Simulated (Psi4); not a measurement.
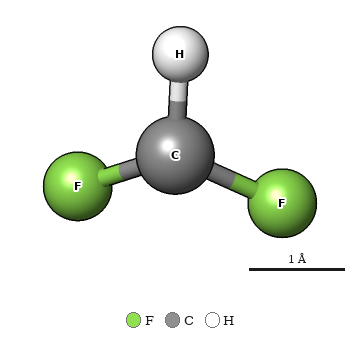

*The input geometry (ball-and-stick view, seen at a tilt).*

Bond lengths as drawn: C–F 1.32 Å and C–H 1.09 Å.

# CHF2: excited-state calculation

The run: excited-state calculation of CHF2, multiplicity 2, SMILES F[CH]F. Method and program: TDA (wB97)/6-311++G**, UKS (Psi4 1.11).

The geometry comes from this level: PBE0-D4/def2-TZVP.

Output:
```
=> Loading Basis Set <=

    Name: 6-311++G**
    Role: ORBITAL
    Keyword: BASIS

         ---------------------------------------------------------
                                   SCF
                              UKS Reference
                        1 Threads,   1525 MiB Core
         ---------------------------------------------------------

  ==> Geometry <==

    Molecular point group: c1
    Full point group: C1

    Geometry (in Angstrom), charge = 0, multiplicity = 2:

       Center              X                  Y                   Z               Mass
    ------------   -----------------  -----------------  -----------------  -----------------
         F           -0.014771020318     0.445361153384    -1.016271036807    18.998403162730
         C           -0.014771020318     0.445361153384     0.304358963193    12.000000000000
         F           -0.014771020318    -0.785056277682     0.784120235888    18.998403162730
         H            0.732769894055     1.100717929962     0.752300178928     1.007825032230

  Running in c1 symmetry.

  Rotational constants: A =      2.26479  B =      0.36994  C =      0.32283 [cm^-1]
  Rotational constants: A =  67896.55907  B =  11090.50825  C =   9678.15154 [MHz]
  Nuclear repulsion =   70.538282798138980

  Charge       = 0
  Multiplicity = 2
  Electrons    = 25
  Nalpha       = 13
  Nbeta        = 12

  ==> Algorithm <==

  SCF Algorithm Type is DF.
  DIIS enabled.
  MOM enabled.
  Fractional occupation disabled.
  Guess Type is SAD.
  Energy threshold   = 1.00e-06
  Density threshold  = 1.00e-06
  Integral threshold = 1.00e-12

  ==> Primary Basis <==

  Basis Set: 6-311++G**
    Blend: 6-311++G**
    Number of shells: 35
    Number of basis functions: 73
    Number of Cartesian functions: 76
    Spherical Harmonics?: true
    Max angular momentum: 2

  ==> DFT Potential <==

   => LibXC <=

    Version 7.1.2

   => Composite Functional: WB97 <=

    wB97 GGA Exchange-Correlation Functional

    Deriv               =              1
    GGA                 =           TRUE
    Meta                =          FALSE

    Exchange Hybrid     =          FALSE
    MP2 Hybrid          =          FALSE

   => Exchange-Correlation Functionals <=

    1.0000   wB97 range-separated functional

   => Exact (HF) Exchange <=

    1.0000            HF,LR [omega = 0.2500]

   => LibXC Density Thresholds  <==

    XC_HYB_GGA_XC_WB97:  1.00E-14

   => Molecular Quadrature <=

    Radial Scheme          =       TREUTLER
    Pruning Scheme         =           NONE
    Nuclear Scheme         =       TREUTLER

    Blocking Scheme        =         OCTREE
    BS radius alpha        =              1
    Pruning alpha          =              1
    Radial Points          =             75
    Spherical Points       =            302
    Total Points           =          88659
    Total Blocks           =            715
    Max Points             =            256
    Max Functions          =             73
    Weights Tolerance      =       1.00E-15

   => Loading Basis Set <=

    Name: DEF2-UNIVERSAL-JKFIT
    Role: JKFIT
    Keyword: DF_BASIS_SCF

  ==> Integral Setup <==

  DFHelper Memory: AOs need 0.031 GiB; user supplied 0.955 GiB.
  SCF_SUBTYPE=INCORE selected. In-core MEM_DF algorithm will be used.
  Using in-core AOs.

  ==> MemDFJK: Density-Fitted J/K Matrices <==

    J tasked:                   Yes
    K tasked:                    No
    wK tasked:                  Yes
    Omega:                2.500E-01
    Memory [MiB]:               977
    Algorithm:                 Core
    Schwarz Cutoff:           1E-12
    Mask sparsity (%):       0.8257
    Fitting Condition:        1E-10

   => Auxiliary Basis Set <=

  Basis Set: DEF2-UNIVERSAL-JKFIT
    Blend: DEF2-UNIVERSAL-JKFIT
    Number of shells: 81
    Number of basis functions: 247
    Number of Cartesian functions: 295
    Spherical Harmonics?: true
    Max angular momentum: 4

  Cached 100.0% of DFT collocation blocks in 0.163 [GiB].

  Minimum eigenvalue in the overlap matrix is 2.5202651290E-03.
  Reciprocal condition number of the overlap matrix is 3.7157076607E-04.
    Using symmetric orthogonalization.

  ==> Pre-Iterations <==

  SCF Guess: Superposition of Atomic Densities via on-the-fly atomic UHF (no occupation information).

   -------------------------
    Irrep   Nso     Nmo
   -------------------------
     A         73      73
   -------------------------
    Total      73      73
   -------------------------

  ==> Iterations <==

                           Total Energy        Delta E     RMS |[F,P]|

   @DF-UKS iter SAD:  -237.93736745965901   -2.37937e+02   0.00000e+00
   @DF-UKS iter   1:  -238.33748555081530   -4.00118e-01   4.54189e-03 DIIS/ADIIS
   @DF-UKS iter   2:  -238.34531699697254   -7.83145e-03   4.52642e-03 DIIS/ADIIS
   @DF-UKS iter   3:  -238.37227924243436   -2.69622e-02   6.71997e-04 DIIS/ADIIS
   @DF-UKS iter   4:  -238.37319737441737   -9.18132e-04   1.41585e-04 DIIS/ADIIS
   @DF-UKS iter   5:  -238.37329825800896   -1.00884e-04   5.32284e-05 DIIS/MOM
   @DF-UKS iter   6:  -238.37331311239927   -1.48544e-05   1.57285e-05 DIIS/MOM
   @DF-UKS iter   7:  -238.37331587422821   -2.76183e-06   2.65475e-06 DIIS/MOM
   @DF-UKS iter   8:  -238.37331594034845   -6.61202e-08   6.60529e-07 DIIS/MOM
  Energy and wave function converged.

  ==> Post-Iterations <==

   Electrons on quadrature grid:
      Nalpha   =   13.0000109469 ; deviation = 1.095e-05
      Nbeta    =   12.0000088101 ; deviation = 8.810e-06
      Ntotal   =   25.0000197570 ; deviation = 1.976e-05

   @Spin Contamination Metric:   2.490080698E-03
   @S^2 Expected:                7.500000000E-01
   @S^2 Observed:                7.524900807E-01
   @S   Expected:                5.000000000E-01
   @S   Observed:                5.000000000E-01

    Orbital Energies [Eh]
    ---------------------

    Alpha Occupied:

       1A    -24.471858     2A    -24.471852     3A    -10.216111
       4A     -1.343087     5A     -1.284291     6A     -0.779407
       7A     -0.650430     8A     -0.647627     9A     -0.601197
      10A     -0.524276    11A     -0.499191    12A     -0.495740
      13A     -0.303797

    Alpha Virtual:

      14A      0.048397    15A      0.098317    16A      0.099185
      17A      0.108979    18A      0.167220    19A      0.224878
      20A      0.258136    21A      0.268621    22A      0.300815
      23A      0.328688    24A      0.331262    25A      0.344883
      26A      0.378312    27A      0.406953    28A      0.432293
      29A      0.481478    30A      0.551589    31A      0.608272
      32A      0.686159    33A      0.692687    34A      0.867138
      35A      1.156935    36A      1.193658    37A      1.305108
      38A      1.329546    39A      1.398867    40A      1.411925
      41A      1.451418    42A      1.476835    43A      1.536550
      44A      1.656338    45A      1.780783    46A      1.813967
      47A      1.900859    48A      1.910655    49A      2.045943
      50A      2.415936    51A      2.630067    52A      2.737886
      53A      3.047803    54A      3.336496    55A      3.756312
      56A      3.767165    57A      3.780285    58A      3.810956
      59A      3.849114    60A      4.022473    61A      4.045679
      62A      4.217373    63A      4.616182    64A      4.895893
      65A      6.260909    66A      6.262388    67A      6.309301
      68A      6.343412    69A      6.476342    70A      6.768896
      71A     23.523224    72A     66.374948    73A     66.385331

    Beta Occupied:

       1A    -24.469812     2A    -24.469806     3A    -10.212545
       4A     -1.334007     5A     -1.276995     6A     -0.757373
       7A     -0.638445     8A     -0.638184     9A     -0.573136
      10A     -0.507854    11A     -0.495134    12A     -0.487071

    Beta Virtual:

      13A     -0.000768    14A      0.056373    15A      0.103961
      16A      0.106243    17A      0.136332    18A      0.182999
      19A      0.236233    20A      0.276773    21A      0.291108
      22A      0.303916    23A      0.331695    24A      0.334766
      25A      0.348949    26A      0.386023    27A      0.410066
      28A      0.437841    29A      0.483671    30A      0.560909
      31A      0.627815    32A      0.692840    33A      0.699646
      34A      0.875281    35A      1.173898    36A      1.225540
      37A      1.307161    38A      1.337814    39A      1.409679
      40A      1.425514    41A      1.457435    42A      1.480742
      43A      1.582610    44A      1.684139    45A      1.796892
      46A      1.828349    47A      1.913673    48A      1.944817
      49A      2.061722    50A      2.429142    51A      2.643033
      52A      2.800816    53A      3.065052    54A      3.356707
      55A      3.764849    56A      3.776151    57A      3.790287
      58A      3.822106    59A      3.854743    60A      4.035599
      61A      4.057582    62A      4.222451    63A      4.625282
      64A      4.904114    65A      6.268424    66A      6.276986
      67A      6.321765    68A      6.348428    69A      6.481921
      70A      6.777266    71A     23.544086    72A     66.379933
      73A     66.390303

    Final Occupation by Irrep:
              A
    DOCC [    12 ]
    SOCC [     1 ]
    NA   [    13 ]
    NB   [    12 ]

  @DF-UKS Final Energy:  -238.37331594034845

   => Energetics <=

    Nuclear Repulsion Energy =             70.5382827981389795
    One-Electron Energy =                -469.7816355157402768
    Two-Electron Energy =                 184.1553667675370889
    DFT Exchange-Correlation Energy =     -23.2853299902842501
    Empirical Dispersion Energy =           0.0000000000000000
    VV10 Nonlocal Energy =                  0.0000000000000000
    Total Energy =                       -238.3733159403484478

  UHF NO Occupations:
  HONO-2 :   11  A 1.9998139
  HONO-1 :   12  A 1.9992974
  HONO-0 :   13  A 1.0000000
  LUNO+0 :   14  A 0.0007026
  LUNO+1 :   15  A 0.0001861
  LUNO+2 :   16  A 0.0001475
  LUNO+3 :   17  A 0.0001420

Computation Completed

Properties will be evaluated at   0.000000,   0.000000,   0.000000 [a0]

Properties computed using the SCF density matrix

 Multipole Moments:

 ------------------------------------------------------------------------------------
     Multipole            Electronic (a.u.)      Nuclear  (a.u.)        Total (a.u.)
 ------------------------------------------------------------------------------------

 L = 1.  Multiply by 2.5417464519 to convert [e a0] to [Debye]
 Dipole X            :         -0.4029665            0.7148180            0.3118515
 Dipole Y            :         -0.9803340            1.3523423            0.3720083
 Dipole Z            :         -0.6700635            0.9242589            0.2541954
 Magnitude           :                                                    0.5479570

 ------------------------------------------------------------------------------------

	total time  =          3 seconds =       0.05 minutes

******************************************************************************************
**********                               WARNING                                **********
**********       The names of excited state variables changed between 1.5       **********
**********     and 1.6. For a quick solution, remove the symmetry specifier     **********
**********   from the variable name. For full details, see 'Notes on Psivars'   **********
**********                        in the documentation.                         **********
******************************************************************************************

         ---------------------------------------------------------
                         TDSCF excitation energies
         ---------------------------------------------------------

  ==> Options <==

     Residual threshold  : 1.0000e-04
     Initial guess       : denominators
     Reference           : UHF
     Solver type         : TDA (Davidson)

  ==> Requested Excitations <==

      6 singlet states with A symmetry

  ==> Seeking the lowest 6 singlet states with A symmetry

                         Generalized Davidson Solver

  ==> Options <==

    Max number of iterations        = 60
    Eigenvector tolerance           = 1.0000e-04
    Max number of expansion vectors = 1200

  => Iterations <=
                           Max[D[value]]     Max[|R|]   # vectors
  DavidsonSolver iter   1:   2.74816e-01  5.86296e-02     24
  DavidsonSolver iter   2:   4.02108e-03  1.98929e-02     30
  DavidsonSolver iter   3:   3.56753e-04  4.74895e-03     36
  DavidsonSolver iter   4:   1.40645e-05  1.37945e-03     42
  DavidsonSolver iter   5:   1.24540e-06  3.72812e-04     48
  DavidsonSolver iter   6:   9.26520e-08  1.02968e-04     53
  DavidsonSolver iter   7:   5.41172e-09  5.72622e-05     54      Converged

******************************************************************************************
**********                               WARNING                                **********
**********  Length-gauge rotatory strengths are **NOT** gauge-origin invariant  **********
******************************************************************************************

                                    Excitation Energy         Total Energy        Oscillator Strength             Rotatory Strength
     #   Sym: GS->ES (Trans)        au              eV              au          au (length)    au (velocity)    au (length)    au (velocity)
    ---- -------------------- --------------- --------------- --------------- --------------- --------------- --------------- ---------------
     1        A->A (1 A)       0.19798         5.38741        -238.17533       0.0156          0.0129         -0.0000         -0.0000
     2        A->A (1 A)       0.22849         6.21744        -238.14483       0.0082          0.0044         -0.0000         -0.0000
     3        A->A (1 A)       0.22964         6.24890        -238.14367       0.0023          0.0042          0.0000          0.0000
     4        A->A (1 A)       0.24642         6.70532        -238.12690       0.0292          0.0356          0.0000          0.0000
     5        A->A (1 A)       0.26413         7.18725        -238.10919       0.0076          0.0023         -0.0000          0.0000
     6        A->A (1 A)       0.27215         7.40545        -238.10117       0.0002          0.0001         -0.0000         -0.0000

Contributing excitations
Only contributions with abs(coeff) > 1.00e-01 will be printed:

Excited State    1 (1 A):   0.19798 au   230.14 nm f = 0.0156
Alpha orbitals:
  Sums of squares: Xssq =  9.983925e-01
     13a (a) ->  14a (a)   -0.957524 (91.685%)
     13a (a) ->  18a (a)   -0.223899 ( 5.013%)
     13a (a) ->  19a (a)    0.128132 ( 1.642%)
Beta orbitals:
  Sums of squares: Xssq =  1.607515e-03

Excited State    2 (1 A):   0.22849 au   199.41 nm f = 0.0082
Alpha orbitals:
  Sums of squares: Xssq =  9.960458e-01
     13a (a) ->  16a (a)    0.969859 (94.063%)
     13a (a) ->  20a (a)    0.222863 ( 4.967%)
Beta orbitals:
  Sums of squares: Xssq =  3.954204e-03

Excited State    3 (1 A):   0.22964 au   198.41 nm f = 0.0023
Alpha orbitals:
  Sums of squares: Xssq =  9.961820e-01
     13a (a) ->  15a (a)   -0.965419 (93.203%)
     13a (a) ->  17a (a)   -0.122203 ( 1.493%)
     13a (a) ->  19a (a)   -0.140994 ( 1.988%)
     13a (a) ->  21a (a)   -0.123451 ( 1.524%)
Beta orbitals:
  Sums of squares: Xssq =  3.817987e-03

Excited State    4 (1 A):   0.24642 au   184.90 nm f = 0.0292
Alpha orbitals:
  Sums of squares: Xssq =  9.810860e-01
     13a (a) ->  15a (a)   -0.125091 ( 1.565%)
     13a (a) ->  17a (a)    0.975539 (95.168%)
Beta orbitals:
  Sums of squares: Xssq =  1.891400e-02
     12a (b) ->  13a (b)    0.102216 ( 1.045%)

Excited State    5 (1 A):   0.26413 au   172.51 nm f = 0.0076
Alpha orbitals:
  Sums of squares: Xssq =  1.826238e-02
Beta orbitals:
  Sums of squares: Xssq =  9.817376e-01
     12a (b) ->  13a (b)   -0.984994 (97.021%)

Excited State    6 (1 A):   0.27215 au   167.42 nm f = 0.0002
Alpha orbitals:
  Sums of squares: Xssq =  1.427150e-03
Beta orbitals:
  Sums of squares: Xssq =  9.985729e-01
     10a (b) ->  13a (b)   -0.183361 ( 3.362%)
     11a (b) ->  13a (b)    0.977811 (95.611%)

******************************************************************************************
**********                               WARNING                                **********
**********       The names of excited state variables changed between 1.5       **********
**********     and 1.6. For a quick solution, remove the symmetry specifier     **********
**********   from the variable name. For full details, see 'Notes on Psivars'   **********
**********                        in the documentation.                         **********
******************************************************************************************
```

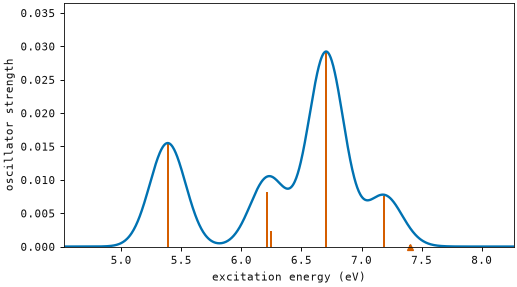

*Computed excitations as sticks (degenerate states added up, dark ones marked on the axis), with a Gaussian envelope of 0.35 eV full width at half maximum, scaled to the tallest.*

Of the 6 states the lowest lies at 5.39 eV (f = 0.016); the strongest line is at 6.71 eV, or 185 nm (f = 0.029).

The run was set up as follows.

Input file (run.py):
```python
import psi4

psi4.set_memory(1600000000)
psi4.set_num_threads(1)
psi4.core.set_output_file('psi4.out', False)

m = psi4.geometry("""
0 2
F
C 1 1.32063
F 2 1.320643 1 111.30168
H 2 1.090395 1 114.2555 3 131.24051
""")

psi4.set_options({
    'basis': '6-311++G**',
    'reference': 'uks',
    'scf_type': 'df',
    'save_jk': True,
    'df_basis_scf': 'def2-universal-jkfit',
    'dft_omega': 0.25,
    'maxiter': 100,
    'mom_start': 5,
})

from psi4.driver.procrouting.response.scf_response import tdscf_excitations
result, w = psi4.energy('wb97', return_wfn=True)
states = tdscf_excitations(w, states=6, tda=True)
for k, s in enumerate(states, 1):
    print(f"root {k}: {s['EXCITATION ENERGY'] * 27.211386:.4f} eV  f = {s['OSCILLATOR STRENGTH (LEN)']:.4f}  {s['SYMMETRY']}")
print('E =', round(result, 9))
for k, v in sorted(psi4.core.scalar_variables().items()):
    print(f'{k:45s} {v:18.10f}')
```

Run as:
```bash
python run.py
```

Results in brief:

- outcome: converged
- total energy: −238.373316 hartree
- basis functions: 73
- ⟨S²⟩: 0.752
- dipole moment: 1.39 D
- lowest excitation: 5.39 eV
- hardware: 1 thread of AMD EPYC (Zen 5), 176 GiB of memory available, shared host
- wall time: 18 s
- peak memory: 0.4 GiB

Remarks:

Settings chosen away from the usual ones: mom_start set to 5; maxiter set to 100 (from 80); damping_percentage set to null (from 60). The record of the run, not the program, notes: occupations held by overlap or a lasting level shift; may not be the lowest state.
